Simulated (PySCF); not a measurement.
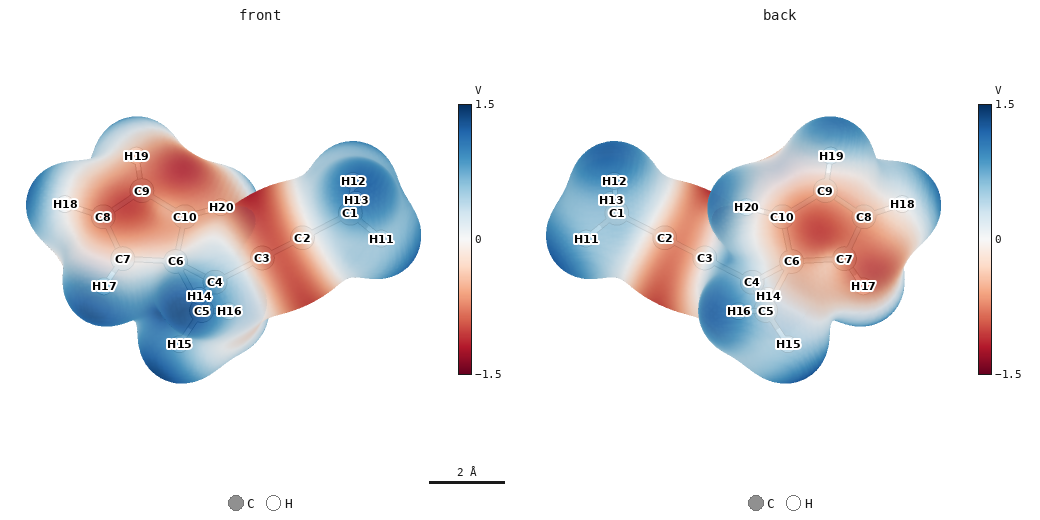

*C10H10. The molecular electrostatic potential painted on the density surface at 0.004 e/bohr³, seen from the front and from behind; the colour scale runs from red (negative) to blue (positive).*

Geometry: PBE0-D3(BJ)/def2-SVP.

All numbers below come from PBE0/pcSseg-1, SCF density, gas phase, non-relativistic (PySCF).

The calculation's input:

```
{"job": {"kind": "nmr", "xc": "PBE0", "basis": "pcSseg-1"}, "charge": 0, "multiplicity": 1}
C      3.736227     0.926436    -0.687396
C      2.491831     0.462927    -0.096785
C      1.449175     0.083245     0.393597
C      0.219380    -0.370945     0.982166
C     -0.410063    -1.654960     0.565951
C     -1.085091    -0.363775     0.152723
C     -2.355959     0.089141     0.752601
C     -3.057185     0.750271    -0.197440
C     -2.284809     0.764920    -1.439124
C     -1.116121     0.111314    -1.243896
H      4.506925     0.139564    -0.674116
H      3.587334     1.232416    -1.734990
H      4.134296     1.795630    -0.140741
H      0.073387    -0.075071     2.026178
H     -0.912582    -2.253267     1.328877
H      0.082091    -2.223932    -0.225253
H     -2.650314    -0.100969     1.785367
H     -4.040210     1.205838    -0.069171
H     -2.608532     1.236920    -2.367898
H     -0.308418    -0.042436    -1.958617
```

Run with:

```sh
OMP_NUM_THREADS=1 python probes_run.py task.json out
```

**Which sites attract a positive test charge, and which a negative one?**

A positive charge is drawn to the negative regions and a negative charge to the positive ones. The most negative region (about −1.1 V) lies over the π face of C2, C3, C9 and C10, the most positive (about +1.3 V) over the C and H atoms.
